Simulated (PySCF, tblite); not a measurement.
# 2-methoxyfuran: dynamics, then NMR shifts on frames

How do NMR shifts of 2-methoxyfuran (`COc1ccco1`) change as the atoms move?

The runs use tblite 0.8.0 and PySCF 2.14.0, with density-fitted response routines of our own; the level of theory stands in each step. All values are computed, except where a source is named. Atoms count from 0, in the outputs and in this text.

**1. Starting geometry**

13 atoms, charge 0, multiplicity 1; geometry from: GFN2-xTB.

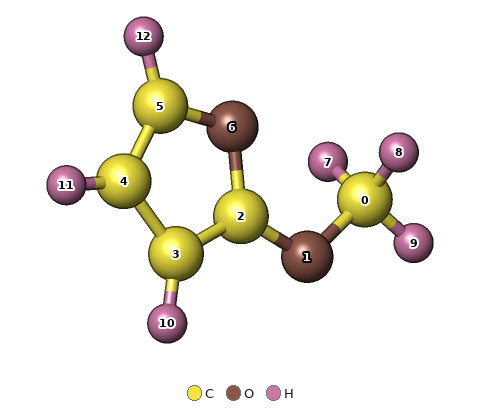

As it starts; carbon yellow, oxygen brown, hydrogen pink, atoms numbered.

**2. Thermal motion with GFN2-xTB**

The job: settings as JSON, then the geometry in Å.

```
{"job": {"kind": "md", "xc": "GFN2-xTB", "basis": "xTB", "temperature": 300, "steps": 2000, "every": 50, "frames": 5}, "charge": 0, "multiplicity": 1}
C     -2.286061     0.282213    -0.143545
O     -1.362080    -0.778997    -0.001099
C     -0.071903    -0.419423     0.107227
C      1.025276    -1.215456     0.255536
C      2.128903    -0.325444     0.319751
C      1.623546     0.926915     0.206491
O      0.271601     0.880322     0.075926
H     -2.251960     0.952467     0.720123
H     -2.084552     0.861081    -1.049414
H     -3.265771    -0.185275    -0.212784
H      1.035985    -2.282263     0.310181
H      3.158731    -0.593892     0.434878
H      2.073898     1.898236     0.201818
```

Method: GFN2-xTB Langevin dynamics, gas phase.

Command:

```sh
OMP_NUM_THREADS=1 python probes_run.py task.json out
```

This one command runs all jobs of the session in turn.

Log:

```text
t/fs     T/K      E/eV
    0.0   250.0   -595.35087
   25.0   144.8   -595.12401
   50.0   206.9   -595.03272
   75.0   207.5   -595.03848
  100.0   212.8   -595.00425
  125.0   238.2   -594.86771
  150.0   333.1   -594.90987
  175.0   275.6   -594.86868
  200.0   316.5   -594.91334
  225.0   239.6   -594.83653
  250.0   296.7   -594.82176
  275.0   311.0   -594.89146
  300.0   208.0   -594.77001
  325.0   311.3   -594.94369
  350.0   266.7   -594.89967
  375.0   257.5   -594.72297
  400.0   369.8   -594.98677
  425.0   329.2   -594.86806
  450.0   360.2   -594.94532
  475.0   412.5   -594.94535
  500.0   342.8   -594.91786
  525.0   350.0   -594.90748
  550.0   340.4   -594.73082
  575.0   403.7   -594.89743
  600.0   339.0   -594.94613
  625.0   283.4   -594.81598
  650.0   291.1   -594.86114
  675.0   299.0   -594.93727
  700.0   210.5   -594.84014
  725.0   315.2   -594.94200
  750.0   302.3   -594.89227
  775.0   241.2   -594.75003
  800.0   363.2   -594.90702
  825.0   242.1   -594.91219
  850.0   195.6   -594.85458
  875.0   334.1   -595.06847
  900.0   266.8   -594.99606
  925.0   383.6   -595.00211
  950.0   309.6   -594.94154
  975.0   344.2   -595.06413
 1000.0   285.0   -595.07066
```

Wall time 8.8 s (1 thread of Arm Neoverse V1, shared host); peak memory 0.18 GiB.

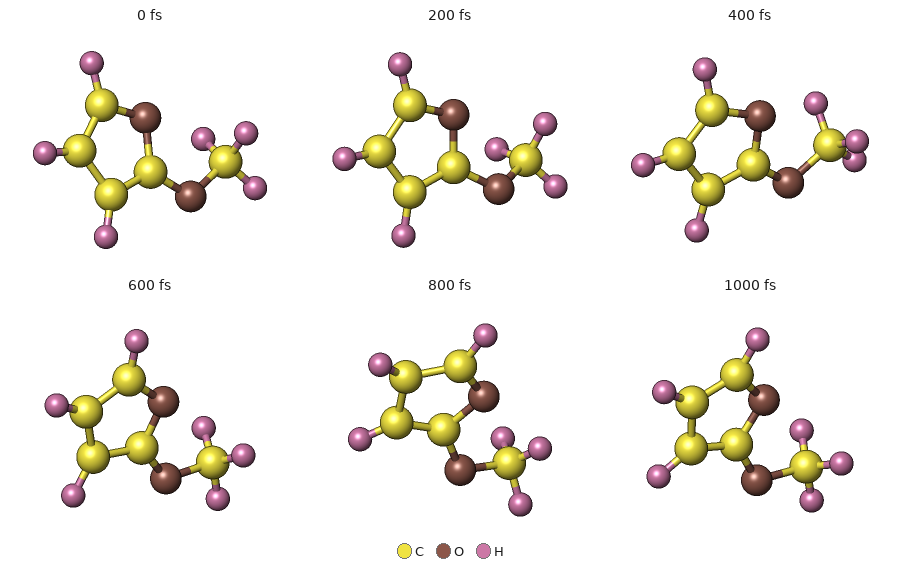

Frames of the run.

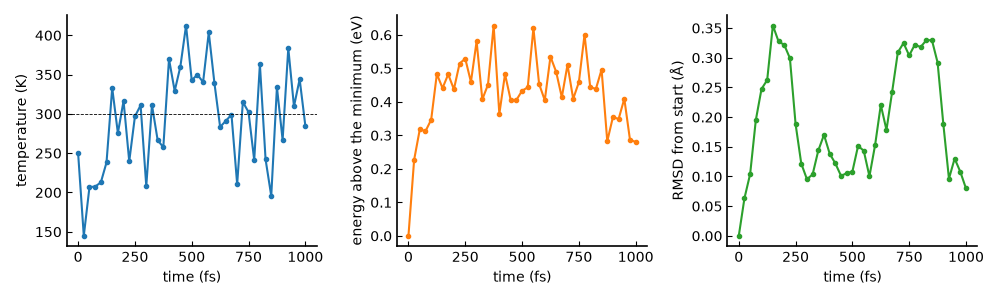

Temperature, potential energy and distance from the start.

Positions (Å) and forces (eV/Å) at 1000 fs:

```xyz
13

C    -3.365   -0.829    0.548    1.546   -0.361   -0.797
O    -2.095   -1.404    0.910   -0.651   -0.194    0.172
C    -0.980   -0.781    0.519   -1.120   -0.799    0.614
C     0.309   -1.131    0.724    0.455   -0.740    0.611
C     1.040   -0.197    0.003    0.973    0.558   -0.668
C     0.157    0.624   -0.576   -0.494    1.493   -0.990
O    -1.108    0.296   -0.228    0.185    0.200   -0.550
H    -3.455    0.153    0.937   -0.096    0.974    0.327
H    -3.554   -0.831   -0.533    0.359    0.068    0.030
H    -4.028   -1.494    0.996   -1.351   -0.936    0.813
H     0.825   -1.889    1.266   -0.593   -0.380    0.267
H     2.092   -0.172   -0.115    0.464    0.060   -0.004
H     0.198    1.434   -1.281    0.324    0.057    0.174
```

**3. Shielding tensors: 250 fs, PBE0/pcSseg-1**

The job: settings as JSON, then the geometry in Å.

```
{"job": {"kind": "nmr", "xc": "PBE0", "basis": "pcSseg-1", "pop": false}, "charge": 0, "multiplicity": 1}
C     -2.522700     0.389700     0.136300
O     -1.749900    -0.745000     0.216900
C     -0.412500    -0.368000     0.287200
C      0.627400    -1.215300     0.795500
C      1.843200    -0.593700     0.496900
C      1.497900     0.532100    -0.132400
O      0.183000     0.741200    -0.196500
H     -2.382100     1.052300     0.979900
H     -2.307500     0.932600    -0.784400
H     -3.571400     0.104000     0.064100
H      0.554900    -2.223100     1.113200
H      2.855500    -0.989700     0.597100
H      2.078600     1.403400    -0.410000
```

Method: GIAO PBE0/pcSseg-1 NMR shielding, non-relativistic, gas phase.

Log:

```text
coarse grid: 11328 points
cycle   1  E = -343.9446289473  dE =  1.430e+00  |g| = 6.481e-01  |ddm| = 3.344e+00
cycle   2  E = -343.8594816527  dE =  8.515e-02  |g| = 9.276e-01  |ddm| = 9.996e-01
cycle   3  E = -344.0269798289  dE = -1.675e-01  |g| = 1.137e-01  |ddm| = 6.371e-01
cycle   4  E = -344.0293696495  dE = -2.390e-03  |g| = 6.011e-02  |ddm| = 1.471e-01
cycle   5  E = -344.0301005066  dE = -7.309e-04  |g| = 1.427e-02  |ddm| = 4.954e-02
cycle   6  E = -344.0301386240  dE = -3.812e-05  |g| = 4.543e-03  |ddm| = 1.401e-02
cycle   7  E = -344.0301430393  dE = -4.415e-06  |g| = 1.539e-03  |ddm| = 4.721e-03
final grid: 110688 points
cycle   8  E = -344.0927475100  dE = -1.487e-05  |g| = 1.401e-02  |ddm| = 2.541e-02
cycle   9  E = -344.0926900283  dE =  5.748e-05  |g| = 2.238e-02  |ddm| = 2.160e-02
cycle  10  E = -344.0927824736  dE = -9.245e-05  |g| = 2.115e-03  |ddm| = 1.459e-02
cycle  11  E = -344.0927835443  dE = -1.071e-06  |g| = 3.756e-04  |ddm| = 1.926e-03
cycle  12  E = -344.0927835694  dE = -2.510e-08  |g| = 1.342e-04  |ddm| = 3.361e-04
cycle  13  E = -344.0927835732  dE = -3.788e-09  |g| = 2.529e-05  |ddm| = 1.019e-04
cycle  14  E = -344.0927835733  dE = -1.036e-10  |g| = 1.186e-05  |ddm| = 2.739e-05
converged SCF energy = -344.0927835733

GIAO shielding tensors (ppm)
atom      isotropic    diamagn.    paramagn.     s11        s22        s33       span
  0 C      135.445     244.265    -108.821    108.175    113.600    184.558     76.383
  1 O      236.386     395.150    -158.764    104.793    283.609    320.757    215.963
  2 C        7.145     253.930    -246.785    -70.554     30.100     61.889    132.443
  3 C       79.927     252.361    -172.434     13.015     68.652    158.114    145.099
  4 C       70.486     258.565    -188.079    -26.099     68.953    168.603    194.702
  5 C       54.131     250.447    -196.316    -12.351     62.846    111.898    124.249
  6 O       50.132     399.860    -349.728   -105.445     -3.237    259.078    364.522
  7 H       28.294      28.876      -0.582     25.372     25.420     34.090      8.718
  8 H       27.561      29.674      -2.113     23.197     26.284     33.201     10.004
  9 H       27.852      27.286       0.566     23.965     25.863     33.729      9.765
 10 H       25.768      31.977      -6.209     22.728     26.453     28.122      5.395
 11 H       24.610      30.608      -5.998     23.112     25.121     25.596      2.484
 12 H       25.014      29.934      -4.920     20.994     25.749     28.299      7.305
```

Run time: 13 s. Hardware: 1 thread of Arm Neoverse V1, shared host; peak memory 0.7 GiB.

The references, computed at this level on geometries of the same kind, shield at (ppm): ¹H TMS 31.72, ¹³C TMS 186.9, ¹⁷O H2O 336.1. Their shielding less the atom's gives the shift. The references are single molecules in the gas phase, so shifts against H2O, NH3, PH3, H3PO4 or CFCl3 are not on the usual liquid scales and can be off by tens of ppm. Each atom is listed at this fixed geometry, with no averaging over motion; a spectrum would average atoms that exchange fast.

```
atoms                                         environment  σ (ppm)  δ (ppm)
   C2                      aromatic carbon bearing oxygen      7.1    179.8
   C5                 aromatic CH next to the ring oxygen     54.1    132.8
   C4                                         aromatic CH     70.5    116.4
   C3                                         aromatic CH     79.9    107.0
   C0                           methyl carbon bonded to O    135.4     51.5
  H11                          hydrogen on an aromatic CH    24.61     7.11
  H12  hydrogen on an aromatic CH next to the ring oxygen    25.01     6.70
  H10                          hydrogen on an aromatic CH    25.77     5.95
   H8             hydrogen on a methyl carbon bonded to O    27.56     4.16
   H9             hydrogen on a methyl carbon bonded to O    27.85     3.86
   H7             hydrogen on a methyl carbon bonded to O    28.29     3.42
   O6                                aromatic ring oxygen     50.1    285.9
   O1                                        ether oxygen    236.4     99.7
```

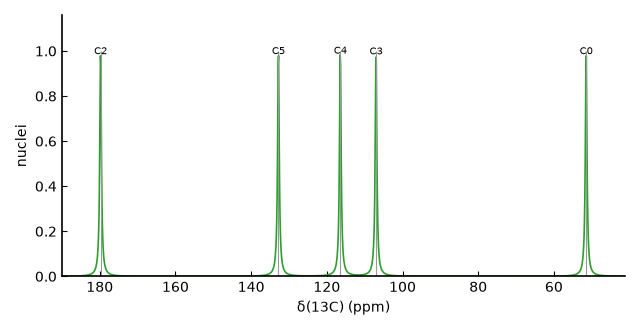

¹³C lines at the computed shifts, without couplings. Lines are broadened to a width of 0.51 ppm (Lorentzian).

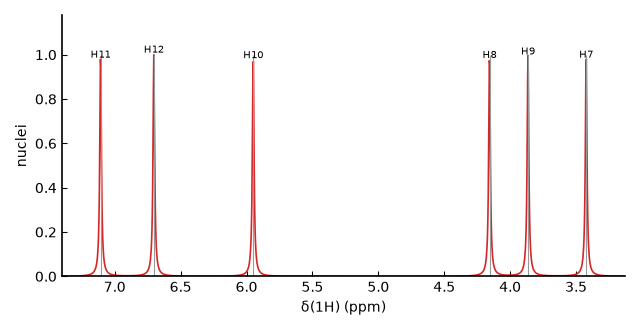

¹H lines at the computed shifts, without couplings. Lines are broadened to a width of 0.01 ppm (Lorentzian).

Ring of atoms C2, C3, C4, C5, O6: NICS(0) -12.6, NICS(1) -9.9, NICS(1)zz -25.3 ppm (means of both faces).

**4. NMR shieldings: 425 fs, PBE0/pcSseg-1**

The job: settings as JSON, then the geometry in Å.

```
{"job": {"kind": "nmr", "xc": "PBE0", "basis": "pcSseg-1", "pop": false}, "charge": 0, "multiplicity": 1}
C     -2.755400     0.243400     0.174500
O     -1.927800    -0.782600     0.757300
C     -0.612200    -0.674100     0.666200
C      0.327800    -1.413900     1.182800
C      1.534500    -0.796300     0.797200
C      1.194200     0.377100     0.086100
O     -0.132700     0.425900     0.051500
H     -2.376700     1.290600     0.279000
H     -2.698800     0.067700    -0.938500
H     -3.778100     0.045900     0.436000
H      0.177700    -2.300300     1.774200
H      2.554800    -1.080100     1.051500
H      1.728800     1.084900    -0.454800
```

Level: GIAO PBE0/pcSseg-1 NMR shielding, non-relativistic, gas phase.

Log:

```text
coarse grid: 11328 points
cycle   1  E = -343.9663736307  dE =  1.464e+00  |g| = 6.110e-01  |ddm| = 3.346e+00
cycle   2  E = -343.9347859061  dE =  3.159e-02  |g| = 7.519e-01  |ddm| = 8.848e-01
cycle   3  E = -344.0366838397  dE = -1.019e-01  |g| = 7.732e-02  |ddm| = 4.834e-01
cycle   4  E = -344.0375723270  dE = -8.885e-04  |g| = 4.090e-02  |ddm| = 7.768e-02
cycle   5  E = -344.0378991723  dE = -3.268e-04  |g| = 1.292e-02  |ddm| = 3.594e-02
cycle   6  E = -344.0379311655  dE = -3.199e-05  |g| = 3.973e-03  |ddm| = 1.218e-02
cycle   7  E = -344.0379343517  dE = -3.186e-06  |g| = 1.184e-03  |ddm| = 3.838e-03
final grid: 110688 points
cycle   8  E = -344.1006656757  dE = -1.571e-05  |g| = 1.388e-02  |ddm| = 2.823e-02
cycle   9  E = -344.1006121448  dE =  5.353e-05  |g| = 2.185e-02  |ddm| = 2.064e-02
cycle  10  E = -344.1007000065  dE = -8.786e-05  |g| = 2.010e-03  |ddm| = 1.414e-02
cycle  11  E = -344.1007010038  dE = -9.972e-07  |g| = 3.581e-04  |ddm| = 1.906e-03
cycle  12  E = -344.1007010262  dE = -2.249e-08  |g| = 1.632e-04  |ddm| = 3.912e-04
cycle  13  E = -344.1007010317  dE = -5.500e-09  |g| = 4.283e-05  |ddm| = 1.463e-04
cycle  14  E = -344.1007010321  dE = -3.785e-10  |g| = 1.204e-05  |ddm| = 3.890e-05
converged SCF energy = -344.1007010321

GIAO shielding tensors (ppm)
atom      isotropic    diamagn.    paramagn.     s11        s22        s33       span
  0 C      127.411     246.275    -118.864     97.940    103.085    181.207     83.268
  1 O      249.187     394.032    -144.845    157.547    278.464    311.549    154.001
  2 C       27.222     255.394    -228.173    -30.315     43.082     68.898     99.213
  3 C      105.891     253.382    -147.491     49.973     94.233    173.467    123.493
  4 C       60.092     255.864    -195.772    -30.124     61.997    148.402    178.525
  5 C       48.841     251.199    -202.358    -35.553     64.813    117.264    152.817
  6 O       59.147     402.065    -342.917    -71.786      9.890    239.338    311.124
  7 H       26.594      28.824      -2.231     22.604     25.300     31.877      9.273
  8 H       27.037      29.493      -2.456     23.623     24.577     32.912      9.290
  9 H       27.743      27.649       0.094     23.873     25.822     33.535      9.662
 10 H       26.138      31.186      -5.049     22.688     26.784     28.941      6.253
 11 H       24.785      30.518      -5.732     23.024     24.671     26.662      3.638
 12 H       24.788      32.140      -7.352     22.604     25.619     26.143      3.539
```

Wall time 13 s (1 thread of Arm Neoverse V1, shared host); peak memory 0.72 GiB.

This run: δ C2 159.7, C5 138.1, C4 126.8, C3 81.0, H11 6.93, H12 6.93 ppm.

[end of part 1 of 2]
